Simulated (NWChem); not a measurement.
**H3O+ (SMILES [OH3+]) at G-r2SCAN50/6-311G(d) (ZORA-SO)**

What is the energy difference between two shapes of H3O+ at G-r2SCAN50/6-311G* (ZORA-SO)? 

Program for the calculation: NWChem 7.3.0.

2 further runs of the same task are left out: 2 set aside as unsound or not needed.

**1. The system as given**

H3O+: 4 atoms, total charge +1, spin state singlet. As SMILES, `[OH3+]`. Geometry: relaxed at GFN2-xTB.

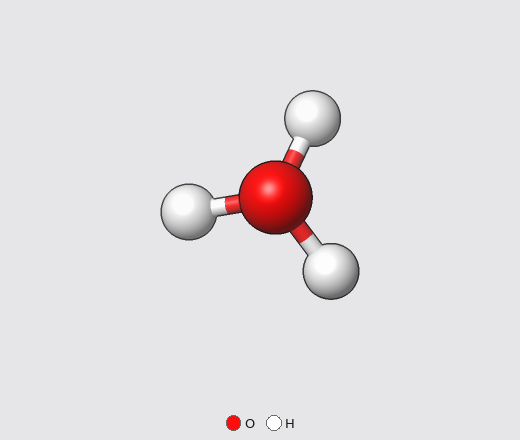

The structure, seen from a chosen angle (oxygen red, hydrogen white).

**2. The energy at G-r2SCAN50/6-311G(d) (ZORA-SO)**

h3o.nw reads:

```
START h3o
TITLE "H3O"
memory 2200 mb
charge 1

GEOMETRY units angstrom noautosym nocenter noautoz
  O     0.196050   -0.061020   -0.056900
  H     0.214230    0.919440    0.016470
  H    -0.413410   -0.366620   -0.765680
  H     0.003130   -0.491800    0.806120
END

BASIS spherical bse
  * library 6-311G*
END

RELATIVISTIC
  zora on
END

DFT
  xc hyb_mgga_xc_r2scan50
  grid xfine
  iterations 100
  noprint "final vectors analysis"
END

TASK sodft
```

Started as:

```sh
$ nwchem h3o.nw > h3o.out
```

Standard output (excerpt; [...] marks lines left out):

```text
[...]
          Wavefunction type:  closed shell.
          No. of atoms     :     4
          No. of electrons :    10
[...]
          Charge           :     1
          Spin multiplicity:     1
[...]
          AO basis - number of functions:    27
[...]
              XC Information
              --------------
          Using LibXC version      7.1.2
                     Hartree-Fock (Exact) Exchange  0.500
                              hyb_mgga_xc_r2scan50  1.000
[...]
 d= 0,ls=0.0,diis     1    -76.4380278655 -9.03D+01  1.90D-02  1.99D+00     7.1
[...]
 d= 0,ls=0.0,diis     6    -76.7306530584 -1.67D-07  1.91D-06  5.58D-09    18.7
[...]
      One electron energy =     -128.533482491271
           Coulomb energy =       47.281200524547
    Exchange-Corr. energy =       -9.365143427884
 Nuclear repulsion energy =       13.886772333494
       Scaling correction =        0.031994861318
[...]
      <S2> =      0.0000 (Exact =     0.0000)
[...]
```

Wall time 22 s (1 thread of Intel Xeon Platinum 8175M at 2.50GHz (Skylake/Cascade Lake), shared host); peak memory 0.12 GiB.

**3. The distorted shape**

h3o.nw reads:

```
start h3o
memory stack 880 mb heap 220 mb global 1100 mb
charge 1
geometry noautosym nocenter noautoz
O     0.198749   -0.077800   -0.021211
H     0.183649    0.903052    0.038121
H    -0.363618   -0.376785   -0.815969
H     0.103651   -0.532713    0.825467
end
basis spherical bse
* library 6-311G*
end
relativistic
zora on
end
dft
xc hyb_mgga_xc_r2scan50
mult 1
grid xfine
iterations 100
noprint "final vectors analysis"
end
task sodft
```

Started as:

```sh
$ nwchem h3o.nw > h3o.out
```

Standard output (excerpt; [...] marks lines left out):

```text
[...]
          Wavefunction type:  closed shell.
          No. of atoms     :     4
          No. of electrons :    10
[...]
          Charge           :     1
          Spin multiplicity:     1
[...]
          AO basis - number of functions:    27
[...]
              XC Information
              --------------
          Using LibXC version      7.1.2
                     Hartree-Fock (Exact) Exchange  0.500
                              hyb_mgga_xc_r2scan50  1.000
[...]
 d= 0,ls=0.0,diis     1    -76.4334830167 -9.02D+01  1.90D-02  2.00D+00     7.0
[...]
 d= 0,ls=0.0,diis     6    -76.7281444448 -1.61D-07  1.95D-06  6.17D-09    18.7
[...]
      One electron energy =     -128.420437685714
           Coulomb energy =       47.247617401446
    Exchange-Corr. energy =       -9.358362521866
 Nuclear repulsion energy =       13.803038358527
       Scaling correction =        0.031983326865
[...]
      <S2> =      0.0000 (Exact =     0.0000)
[...]
```

Wall time 22 s (1 thread of Intel Xeon Platinum 8175M at 2.50GHz (Skylake/Cascade Lake), shared host); peak memory 0.13 GiB.

**4. Results**

At G-r2SCAN50/6-311G* (ZORA-SO):

| quantity | value |
| --- | --- |
| first shape: total energy | -76.73065 Eh |
| distorted shape: total energy | -76.72814 Eh |
| energy change with the atoms displaced | 0.068 eV |

**Reading.** With the atoms displaced the energy rises by 0.07 eV (6.6 kJ/mol). The first shape isn't relaxed at this level, so the change isn't measured from a minimum.
